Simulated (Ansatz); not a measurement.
# GeHO (doublet): correlated methods under varied settings at angle O2–Ge1–H3 = 73.4°

What do other methods and options give for GeHO (doublet) at this geometry, and how long do they take?

The runs use Ansatz 0.2.0, Gaussian basis; the settings change from run to run.

23 further runs of the same task are left out: 10 for a known fault of the program, 9 that didn't finish, 4 set aside as unsound or not needed.

## (1) What is computed

The geometry derives from a PBE0/def2-TZVP stationary point (not a proven minimum). One angle is set to the value named; bond lengths are kept. No spin-orbit coupling is included. The filled d shell of Ge may be among the frozen orbitals whatever the setting's name suggests; the logs give the count.

3 atoms, charge 0, spin multiplicity 2.

Atoms are counted from 1 here; the program's logs count them from 0.

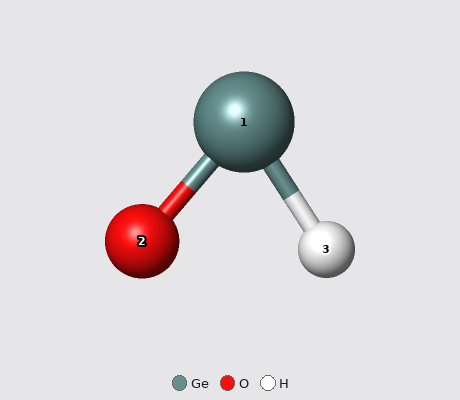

The structure; germanium teal, oxygen red, hydrogen white; atoms are numbered from 1 in the order of the file.

## (2) BCCD on UHF/cc-pVDZ

Input file in.yaml:

```yaml
crystal:
  periodic: [false, false, false]
  atoms:
    - {symbol: Ge, position_ang: [0.000000, -0.140121, 0.265671]}
    - {symbol: O, position_ang: [0.000000, 0.545237, -1.236809]}
    - {symbol: H, position_ang: [0.000000, 1.443501, 0.485985]}
basis:
  gaussian: {orbitals: cc-pVDZ}
magnetization: {spin_polarized: true, initial_magnetization: 1}
correlation: {method: bccd, electrons: outside_noble_gas, diis_vectors: 2}
scf: {lower_state_search: off}
```

On the command line:

```sh
> ansatz run in.yaml --threads 1 --pin off --events-out ev --progress --plain --max-ram 2393MiB
```

What it wrote, cut to the lines that bear on the results:

```text
Functional definition: HF
  name "HF"
  cite "Fock, Z. Phys. 61, 126 (1930) doi:10.1007/BF01340294"
  parent pbe
[...]
503 factors; integrals over basis functions are off by at most 1.1e-3 eV
[...]
mean field -58523.78963505 eV, -2150.7096002388 hartree, gradient 5.4e-6 eV, S^2 0.777107; 0 other end points of the search recorded, 0 dependent functions left out
15 core orbitals not correlated: weight in the atoms' cores, before any rotation towards them, 0.976 or more for the frozen orbitals, at most 0.025 for the correlated occupied ones
reference -58523.78963505 eV, -2150.7096002388 hartree; 6, 5 occupied and 25, 26 virtual orbitals, 503 factors
second order -6.29748985 eV of doubles, -0.00000000 eV of singles
cycle   1  -6.71997710 eV  change   -4.2e-1 eV  update   1.1e-1
[...]
cycle  30  -7.17239969 eV  change    2.7e-6 eV  update   5.6e-6
Total energy: -58530.96203475 eV, -2150.9731810659 hartree
Checks for a lower state left out: stability, starts, cluster_reference, orbital_swaps, neighbouring_geometries, increment
```

Wall time 2 s (1 thread of Intel Xeon Platinum 8259CL at 2.50GHz, shared host).

From the report: ⟨S²⟩ of the determinant 0.777 (pure doublet: 0.75); correlation -7.1724 eV; largest double amplitude 0.08.

## (3) NEVPT4(SD)(9,5)/cc-pVDZ

Input file in.yaml:

```yaml
crystal:
  periodic: [false, false, false]
  atoms:
    - {symbol: Ge, position_ang: [0.000000, -0.140121, 0.265671]}
    - {symbol: O, position_ang: [0.000000, 0.545237, -1.236809]}
    - {symbol: H, position_ang: [0.000000, 1.443501, 0.485985]}
basis:
  gaussian: {orbitals: cc-pVDZ, fitting: {mean_field: def2-universal-jkfit}}
magnetization: {spin_polarized: false, initial_magnetization: 1}
correlation: {method: fic_nevpt4_sd, electrons: outside_noble_gas, active_space: {window: {electrons: 9, orbitals: 5}, states: [{multiplicity: 2, weights: [0.5, 1, 1]}]}}
accuracy: high
```

The command is unchanged.

What it wrote, cut to the lines that bear on the results:

```text
Functional definition: HF
  name "HF"
  cite "Fock, Z. Phys. 61, 126 (1930) doi:10.1007/BF01340294"
  parent pbe
[...]
361 factors; integrals over basis functions are off by at most 4.1e-1 eV
[...]
mean field -58523.60489833 eV, -2150.7028112896 hartree, gradient 1.3e-8 eV, S^2 0.750000; 5 other end points of the search recorded, 0 dependent functions left out
reference -58523.60489833 eV, -2150.7028112896 hartree; 21, 20 occupied and 25, 26 virtual orbitals, 361 factors
state -58523.53387347 eV, -2150.7002011738 hartree
state -58521.84724003 eV, -2150.6382185382 hartree
state -58521.11922918 eV, -2150.6114646332 hartree
state -58523.53387347 eV, -2150.7002011738 hartree; corrected -58530.68436789 eV, -2150.9629769971 hartree
state -58521.84724003 eV, -2150.6382185382 hartree; corrected -58528.43976731 eV, -2150.8804894472 hartree
state -58521.11922918 eV, -2150.6114646332 hartree; corrected -58528.17315301 eV, -2150.8706915523 hartree
WARN: 2 active orbitals are nearly empty or full. The corrections depend on them more than the energy does, and are more stable in an active space without them
Total energy: -58528.78204170 eV, -2150.8930677992 hartree
```

It took 2.9 s on 1 thread of Intel Xeon Platinum 8259CL at 2.50GHz, shared host.

From the report: 4 determinants; active occupations (of the averaged states) 2.00, 2.00, 1.80, 1.60, 1.60. The report marks this result as in doubt.

## (4) HF/6-31G

Input file in.yaml:

```yaml
crystal:
  periodic: [false, false, false]
  atoms:
    - {symbol: Ge, position_ang: [0.000000, -0.140121, 0.265671]}
    - {symbol: O, position_ang: [0.000000, 0.545237, -1.236809]}
    - {symbol: H, position_ang: [0.000000, 1.443501, 0.485985]}
basis:
  gaussian: {orbitals: 6-31G}
magnetization: {spin_polarized: false, initial_magnetization: 1}
hamiltonian: {xc: hf}
output: {forces: true, orbitals: {seedname: orbitals}}
```

The command is unchanged.

What it wrote, cut to the lines that bear on the results:

```text
Functional definition: HF
  name "HF"
  cite "Fock, Z. Phys. 61, 126 (1930) doi:10.1007/BF01340294"
  parent pbe
[...]
360 factors; integrals over basis functions are off by at most 5.6e-4 eV
[...]
mean field -58514.44634231 eV, -2150.3662405637 hartree, gradient 3.2e-5 eV, S^2 0.750000; 0 other end points of the search recorded, 0 dependent functions left out
[...]
reference -58514.44634231 eV, -2150.3662405637 hartree; 21, 20 occupied and 19, 20 virtual orbitals, 360 factors
Total energy: -58514.44634231 eV, -2150.3662405637 hartree
Atom 0 at     0.000000    -0.140121     0.265671 Å, force     0.000000    -1.563049     4.680702 eV/Å
Atom 1 at     0.000000     0.545237    -1.236809 Å, force    -0.000000     1.410078    -5.930938 eV/Å
Atom 2 at     0.000000     1.443501     0.485985 Å, force    -0.000000     0.152971     1.250237 eV/Å
Dipole moment:     0.000000    -0.220163     0.415850 e Å
```

Run time: 1 s. Hardware: 1 thread of Intel Xeon Platinum 8259CL at 2.50GHz, shared host.

## (5) MRCISD+Q(relaxed)(1,3)/cc-pVDZ

Changes to in.yaml since step 4:

```diff
@@ -7,5 +7,4 @@
 basis:
-  gaussian: {orbitals: 6-31G}
+  gaussian: {orbitals: cc-pVDZ}
 magnetization: {spin_polarized: false, initial_magnetization: 1}
-hamiltonian: {xc: hf}
-output: {forces: true, orbitals: {seedname: orbitals}}
+correlation: {method: fic_mrcisd_q_relaxed, electrons: outside_noble_gas, active_space: {window: {electrons: 1, orbitals: 3}}}
```

Launched as before.

What it wrote, cut to the lines that bear on the results:

```text
Functional definition: HF
  name "HF"
  cite "Fock, Z. Phys. 61, 126 (1930) doi:10.1007/BF01340294"
  parent pbe
[...]
503 factors; integrals over basis functions are off by at most 1.1e-3 eV
[...]
mean field -58523.60735145 eV, -2150.7029014401 hartree, gradient 4.9e-6 eV, S^2 0.750000; 5 other end points of the search recorded, 0 dependent functions left out
reference -58523.60735145 eV, -2150.7029014401 hartree; 21, 20 occupied and 25, 26 virtual orbitals, 503 factors
state -58523.60735145 eV, -2150.7029014401 hartree
contracted CI cycle   1: correlation 0.00000000 eV, 0.0000000000 hartree, residual 2.55e1 eV
contracted CI cycle   2: correlation -6.29682574 eV, -0.2314040778 hartree, residual 4.09e0 eV
contracted CI cycle   3: correlation -6.59637490 eV, -0.2424123065 hartree, residual 1.71e0 eV
contracted CI cycle   4: correlation -6.65749915 eV, -0.2446585810 hartree, residual 7.55e-1 eV
contracted CI cycle   5: correlation -6.67314305 eV, -0.2452334839 hartree, residual 4.34e-1 eV
contracted CI cycle   6: correlation -6.67682539 eV, -0.2453688072 hartree, residual 2.01e-1 eV
contracted CI cycle   7: correlation -6.67769755 eV, -0.2454008587 hartree, residual 8.83e-2 eV
contracted CI cycle   8: correlation -6.67784496 eV, -0.2454062758 hartree, residual 3.85e-2 eV
contracted CI cycle   9: correlation -6.67787781 eV, -0.2454074833 hartree, residual 1.81e-2 eV
contracted CI cycle  10: correlation -6.67788558 eV, -0.2454077687 hartree, residual 8.45e-3 eV
contracted CI cycle  11: correlation -6.67788706 eV, -0.2454078229 hartree, residual 3.29e-3 eV
contracted CI cycle  12: correlation -6.67788728 eV, -0.2454078311 hartree, residual 1.19e-3 eV
contracted CI cycle  13: correlation -6.67788731 eV, -0.2454078322 hartree, residual 4.85e-4 eV
state -58523.60735145 eV, -2150.7029014401 hartree; corrected -58531.09983118 eV, -2150.9782449914 hartree
WARN: 2 active orbitals are nearly empty or full. The corrections depend on them more than the energy does, and are more stable in an active space without them
Total energy: -58531.09983118 eV, -2150.9782449914 hartree
```

Wall time 6 s (1 thread of Intel Xeon Platinum 8259CL at 2.50GHz, shared host).

From the report: 2 determinants; active occupations 1.00, 0.00, 0.00. The report marks this result as in doubt.

## (6) BCCD(T) on UHF/6-31G*

Input file in.yaml:

```yaml
crystal:
  periodic: [false, false, false]
  atoms:
    - {symbol: Ge, position_ang: [0.000000, -0.140121, 0.265671]}
    - {symbol: O, position_ang: [0.000000, 0.545237, -1.236809]}
    - {symbol: H, position_ang: [0.000000, 1.443501, 0.485985]}
basis:
  gaussian: {orbitals: "6-31G*", point_charges: [{charge: 0.50, position_ang: [4.555, -0.637, -0.584]}]}
magnetization: {spin_polarized: true, initial_magnetization: 1}
correlation: {method: bccd_t, electrons: valence}
```

Same command.

What it wrote, cut to the lines that bear on the results:

```text
Functional definition: HF
  name "HF"
  cite "Fock, Z. Phys. 61, 126 (1930) doi:10.1007/BF01340294"
  parent pbe
[...]
467 factors; integrals over basis functions are off by at most 8.2e-4 eV
[...]
mean field -58516.67409118 eV, -2150.4481088244 hartree, gradient 3.2e-6 eV, S^2 0.777812; 5 other end points of the search recorded, 0 dependent functions left out
determinant -58516.67409118 eV, -2150.4481088244 hartree, with singles and doubles -58527.93641107 eV, -2150.8619914466 hartree
determinant -58514.85737754 eV, -2150.3813458299 hartree, with singles and doubles -58525.38498923 eV, -2150.7682284236 hartree
10 core orbitals not correlated: weight in the atoms' cores, before any rotation towards them, 1.000 or more for the frozen orbitals, at most 0.000 for the correlated occupied ones
reference -58516.67409118 eV, -2150.4481088244 hartree; 11, 10 occupied and 31, 32 virtual orbitals, 467 factors
second order -10.76344054 eV of doubles, -0.00000000 eV of singles
cycle   1  -11.16589754 eV  change    9.6e-2 eV  update   4.1e-2
[...]
cycle  14  -11.19139850 eV  change    5.6e-6 eV  update   1.1e-5
perturbative correction -0.42528245 eV, -0.0156288418 hartree
Total energy: -58528.29077212 eV, -2150.8750139752 hartree
```

Wall time 11 s (1 thread of Intel Xeon Platinum 8259CL at 2.50GHz, shared host).

From the report: ⟨S²⟩ of the determinant 0.778 (pure doublet: 0.75); correlation -11.6167 eV; largest double amplitude 0.07.

## (7) CCSD(T) on UHF/cc-pVDZ

Input file in.yaml:

```yaml
crystal:
  periodic: [false, false, false]
  atoms:
    - {symbol: Ge, position_ang: [0.000000, -0.140121, 0.265671]}
    - {symbol: O, position_ang: [0.000000, 0.545237, -1.236809]}
    - {symbol: H, position_ang: [0.000000, 1.443501, 0.485985]}
basis:
  gaussian: {orbitals: cc-pVDZ, fitting: {mean_field: def2-universal-jkfit}}
magnetization: {spin_polarized: true, initial_magnetization: 1}
correlation: {method: ccsd_t, electrons: all}
```

Same command.

What it wrote, cut to the lines that bear on the results:

```text
Functional definition: HF
  name "HF"
  cite "Fock, Z. Phys. 61, 126 (1930) doi:10.1007/BF01340294"
  parent pbe
[...]
361 factors; integrals over basis functions are off by at most 4.1e-1 eV
[...]
mean field -58523.78711072 eV, -2150.7095074713 hartree, gradient 2.4e-6 eV, S^2 0.777086; 10 other end points of the search recorded, 0 dependent functions left out
determinant -58523.78711072 eV, -2150.7095074713 hartree, with singles and doubles -58531.77181857 eV, -2151.0029400726 hartree
determinant -58521.98698575 eV, -2150.6433540988 hartree, with singles and doubles -58529.31687837 eV, -2150.9127226843 hartree
determinant -58520.93780714 eV, -2150.6047974962 hartree, with singles and doubles -58528.50080186 eV, -2150.8827324255 hartree
determinant -58520.32589006 eV, -2150.5823099582 hartree, with singles and doubles -58527.33113892 eV, -2150.8397481054 hartree
reference -58523.78711072 eV, -2150.7095074713 hartree; 21, 20 occupied and 25, 26 virtual orbitals, 361 factors
second order -7.08809002 eV of doubles, -0.00000000 eV of singles
cycle   1  -7.98502564 eV  change   -3.2e-4 eV  update   5.8e-3
[...]
cycle  10  -8.00175633 eV  change    8.8e-8 eV  update   2.4e-5
perturbative correction -0.29200480 eV, -0.0107309785 hartree
Total energy: -58532.08087185 eV, -2151.0142975712 hartree
```

It took 19 s on 1 thread of Intel Xeon Platinum 8259CL at 2.50GHz, shared host.

From the report: ⟨S²⟩ of the determinant 0.777 (pure doublet: 0.75); correlation -8.2938 eV; T1 0.032; largest double amplitude 0.06.

## (8) All runs side by side

Where basis and cores are those of an earlier UCCSDT(Q)/cc-pVDZ run (-58531.3728 eV), and the state is the same kind, the miss against it is given. † marks a result that the program doubts.

```csv
level,correlated,functions,energy (eV),from UCCSDT(Q) (meV),time
BCCD on UHF/cc-pVDZ,outside noble gas,46,-58530.9620,410.8,2 s
"NEVPT4(SD)(9,5)/cc-pVDZ (mean of several states) †",outside noble gas,46,-58528.7820,,2.9 s
HF/6-31G,,40,-58514.4463,,1 s
"MRCISD+Q(relaxed)(1,3)/cc-pVDZ †",outside noble gas,46,-58531.0998,273.0,6 s
BCCD(T) on UHF/6-31G* (beside a point charge),valence,52,-58528.2908,,11 s
CCSD(T) on UHF/cc-pVDZ,all,46,-58532.0809,,19 s
```

## (9) Outcome

| quantity | value |
| --- | --- |
| runs | 6 |
| quickest | HF/6-31G, 1 s |
| slowest | CCSD(T) on UHF/cc-pVDZ, 19 s |

What this shows: Total energies in different bases, with other cores or another treatment of relativity can't be set against each other. CCSD(T) on UHF/cc-pVDZ took 18 times as long as HF/6-31G; the jobs differ in more than the method. Among the correlated runs with a miss given, it spans +273 to +411 meV.
